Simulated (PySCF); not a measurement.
## C₇H₆ClFO₂S: NMR shielding calculation

The run: NMR shielding calculation of C₇H₆ClFO₂S, SMILES Cc1ccc(S(=O)(=O)Cl)cc1F. Method and program: GIAO PBE0/pcSseg-1 NMR shielding, non-relativistic, gas phase (PySCF 2.14.0).

The geometry comes from this level: GFN2-xTB. Figures and captions count atoms from 1; the log counts them from 0 in places.

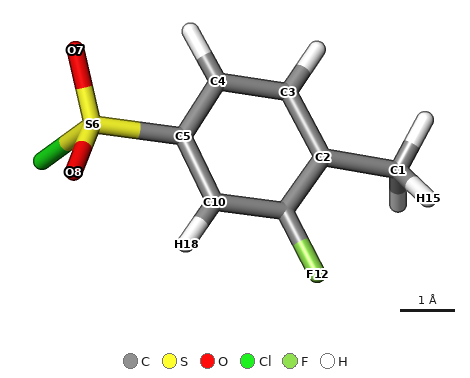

Fig. 1: The input geometry (stick view, seen at a tilt; atoms are numbered from 1 in the order of the input). Bond lengths as drawn: Cl–S 2.04 Å, C–C 1.38 to 1.49 Å, C–F 1.34 Å, C–H 1.08 to 1.09 Å, C–S 1.77 Å and O–S 1.43 Å.

Input file:
```
{"job": {"kind": "nmr", "xc": "PBE0", "basis": "pcSseg-1"}, "charge": 0, "multiplicity": 1}
C     -2.937258    -0.283351    -0.200936
C     -1.458946    -0.136584    -0.047239
C     -0.712364    -0.989795     0.758654
C      0.660992    -0.846355     0.873821
C      1.279033     0.169145     0.179362
S      3.039071     0.336051     0.284407
O      3.541222    -0.294217     1.460607
O      3.447660     1.664154    -0.033131
Cl     3.596016    -0.840211    -1.289420
C      0.589553     1.042617    -0.632715
C     -0.779033     0.872918    -0.731231
F     -1.481689     1.710844    -1.511876
H     -3.348688    -0.911919     0.583309
H     -3.163418    -0.737404    -1.165839
H     -3.420999     0.691084    -0.177160
H     -1.218235    -1.774947     1.299256
H      1.254233    -1.496037     1.495777
H      1.104092     1.830327    -1.157304
```

The first line tells a small driver script what to run in PySCF; the rest is the geometry in Å.

Launch command:
```bash
OMP_NUM_THREADS=1 python <driver script> task.json out
```

Output:
```
coarse grid: 17832 points
cycle   1  E = -1377.6514614807  dE =  2.962e+00  |g| = 1.226e+00  |ddm| = 4.616e+00
cycle   2  E = -1376.8770258296  dE =  7.744e-01  |g| = 2.397e+00  |ddm| = 3.665e+00
cycle   3  E = -1377.9152599165  dE = -1.038e+00  |g| = 2.436e-01  |ddm| = 2.813e+00
cycle   4  E = -1377.9268106180  dE = -1.155e-02  |g| = 1.131e-01  |ddm| = 3.854e-01
cycle   5  E = -1377.9294648025  dE = -2.654e-03  |g| = 3.696e-02  |ddm| = 1.211e-01
cycle   6  E = -1377.9298078583  dE = -3.431e-04  |g| = 9.435e-03  |ddm| = 4.626e-02
cycle   7  E = -1377.9298292900  dE = -2.143e-05  |g| = 2.471e-03  |ddm| = 1.318e-02
cycle   8  E = -1377.9298307421  dE = -1.452e-06  |g| = 5.171e-04  |ddm| = 3.317e-03
final grid: 168200 points
cycle   9  E = -1378.0278919844  dE = -3.874e-05  |g| = 1.155e-02  |ddm| = 4.879e-02
cycle  10  E = -1378.0278584643  dE =  3.352e-05  |g| = 1.729e-02  |ddm| = 3.091e-02
cycle  11  E = -1378.0279192655  dE = -6.080e-05  |g| = 2.609e-03  |ddm| = 2.044e-02
cycle  12  E = -1378.0279205250  dE = -1.259e-06  |g| = 4.769e-04  |ddm| = 2.643e-03
cycle  13  E = -1378.0279205629  dE = -3.787e-08  |g| = 2.457e-04  |ddm| = 7.226e-04
cycle  14  E = -1378.0279205759  dE = -1.304e-08  |g| = 4.262e-05  |ddm| = 2.545e-04
cycle  15  E = -1378.0279205762  dE = -3.106e-10  |g| = 2.411e-05  |ddm| = 6.241e-05
```

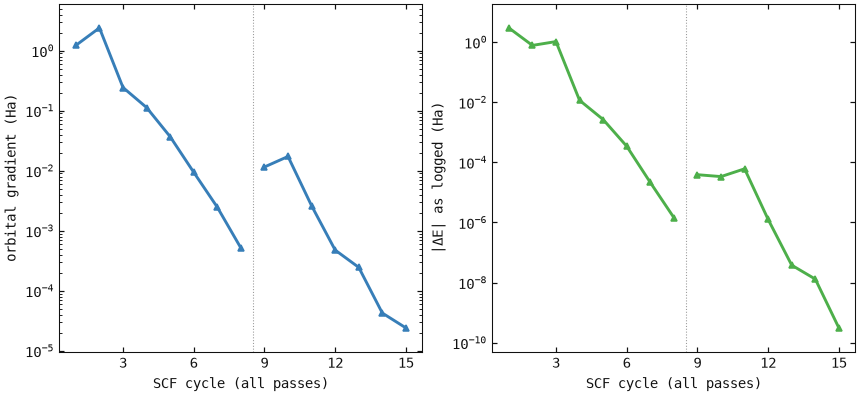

Fig. 2: Convergence of the self-consistent field: orbital gradient and size of the energy change against the SCF cycle. The dotted line marks the change from a coarse to the final integration grid. The first 8 cycles use a coarse grid, the final grid takes over at cycle 9, and the field converges after 15 cycles in all.

```
converged SCF energy = -1378.0279205762

GIAO shielding tensors (ppm)
atom      isotropic    diamagn.    paramagn.     s11        s22        s33       span
  0 C      168.700     242.187     -73.487    157.489    162.219    186.393     28.904
  1 C       46.474     265.781    -219.307    -31.614      2.677    168.358    199.972
  2 C       49.429     254.796    -205.368    -49.332     38.024    159.594    208.926
  3 C       60.556     252.673    -192.117    -32.418     33.890    180.197    212.615
  4 C       35.247     275.096    -239.849    -28.826     14.750    119.818    148.644
  5 S      181.730    1047.047    -865.316      5.311    130.562    409.317    404.006
  6 O       50.604     398.095    -347.491    -40.283     46.824    145.272    185.554
  7 O       49.511     398.310    -348.799    -40.455     45.010    143.977    184.432
  8 Cl     292.331    1145.332    -853.001    -46.685    -27.155    950.834    997.519
  9 C       68.245     255.595    -187.350     -5.957     40.359    170.332    176.289
 10 C       16.328     252.107    -235.779    -64.805     31.130     82.659    147.463
 11 F      285.928     476.877    -190.949    202.415    272.843    382.526    180.111
 12 H       29.495      28.349       1.146     24.097     28.766     35.622     11.524
 13 H       29.081      26.812       2.269     24.936     26.639     35.667     10.731
 14 H       28.851      27.385       1.466     23.364     28.641     34.546     11.182
 15 H       23.998      33.333      -9.335     19.900     24.119     27.974      8.074
 16 H       23.802      33.484      -9.682     19.361     23.503     28.543      9.183
 17 H       23.848      33.142      -9.294     19.147     23.340     29.058      9.910
```

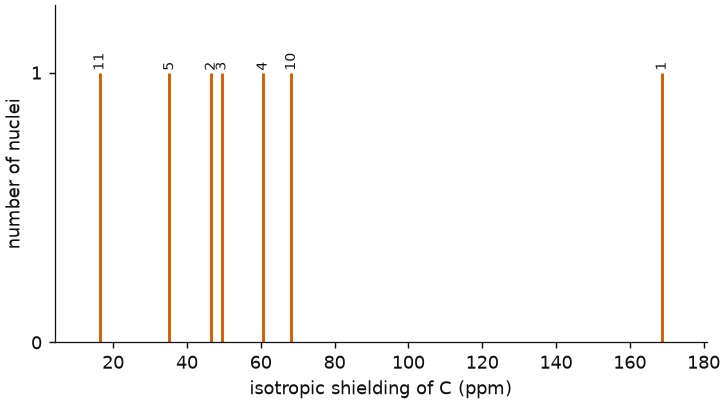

Fig. 3: Isotropic shieldings of the carbon nuclei in this fixed geometry, labelled by atom number; shielding grows to the right, so chemical shift grows to the left. The least shielded is C11 (16.3 ppm), the most shielded C1 (168.7 ppm).

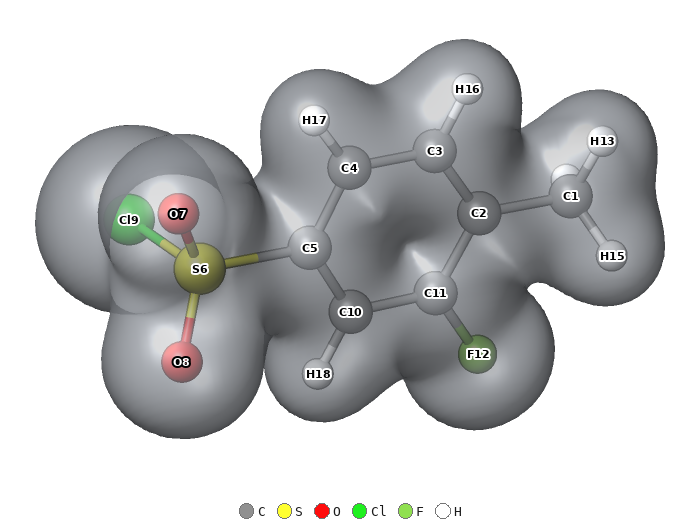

Fig. 4: Isosurface of the total electron density at 0.1 e/Å³ (grey), seen at a tilt. At this value the surface is in one piece. On the grid the lowest density along these lines, outside the cores, is 1.8 e/Å³ (C–F, 1.34 Å), 2.1 e/Å³ (C–C, 1.38 Å), 2.1 e/Å³ (S–O, 1.43 Å) and 1.4 e/Å³ (C–S, 1.77 Å).

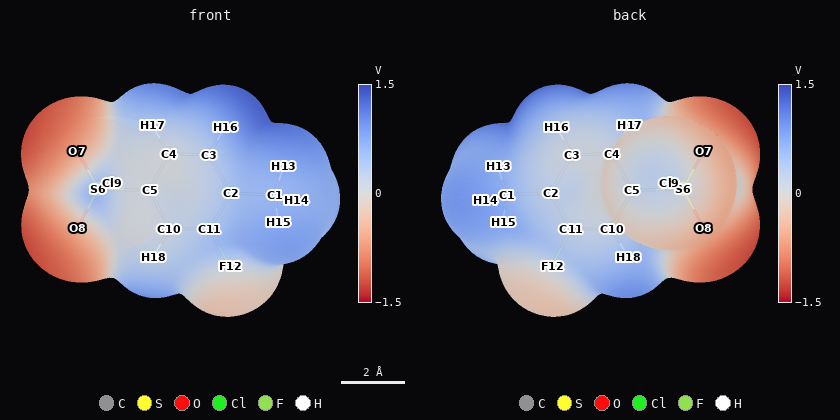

Fig. 5: The molecular electrostatic potential painted on the density surface at 0.001 e/bohr³, seen at a tilt and from behind; red is negative and blue positive. Its dipole moment is 5.30 D.

Key numbers:

```json
{"quantity": "outcome", "value": "converged"}
{"quantity": "total energy", "value": "−1378.027921 hartree"}
{"quantity": "HOMO", "value": "−8.04 eV"}
{"quantity": "LUMO", "value": "−2.09 eV"}
{"quantity": "dipole moment", "value": "5.30 D"}
{"quantity": "isotropic shielding, C", "value": "16.3 to 168.7 ppm"}
{"quantity": "isotropic shielding, S", "value": "181.7 ppm"}
{"quantity": "isotropic shielding, O", "value": "49.5 to 50.6 ppm"}
{"quantity": "isotropic shielding, Cl", "value": "292.3 ppm"}
{"quantity": "isotropic shielding, F", "value": "285.9 ppm"}
{"quantity": "hardware", "value": "1 CPU thread, shared host"}
{"quantity": "wall time", "value": "3.2 min"}
{"quantity": "peak memory", "value": "1.1 GiB"}
```
